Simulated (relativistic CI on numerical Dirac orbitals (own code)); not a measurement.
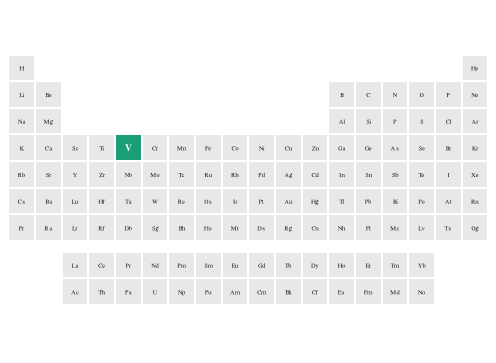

Fig. 1: The place of vanadium in the periodic table.

**Relativistic CI calculation for V**

- system: V.
- method: Dirac-Coulomb-Breit CI, KLI orbitals optimised for each configuration, model QED (radiative potential, 1s self-energy scaled to tabulated hydrogen-like ionisation energies), numerical settings as typed (relativistic CI on numerical Dirac orbitals, in-house)

The input:
```
atom V  Z=23  charge=0  electrons=23
nucleus A=51  rms_radius_fm=3.6002
hamiltonian dirac-coulomb  breit=on  qed=on  c_scale=1
orbitals kli  potential=per-configuration
slater_scale 1
correlation none
mixing on
grid step=0.0125 r_max=201.2
scf mixing=0.4 start=green max_iterations=1 tolerance=2e-08 node_fill=0.05
configurations
  [Ar] 3d3 4s2
  [Ar] 3d4 4s
  [Ar] 3d3 4s 4p
  [Ar] 3d5
  [Ar] 3d3 4s 5s
end
```

Hardware: 1 CPU thread, shared host.

The run was one of a batch that the task file lists, launched with:
```bash
python <driver script> task.json out
```

The program writes its results to a structured record and prints no log; tables and figures of this report are taken from that record.

Outcome:

- outcome: not converged

What went wrong:

The input is odd on purpose: iterations. The run did not meet its convergence test, so its last values are not results. Caveats: SCF of 1s2 2s2 2p6 3s2 3p6 3d3 4s2 did not converge.
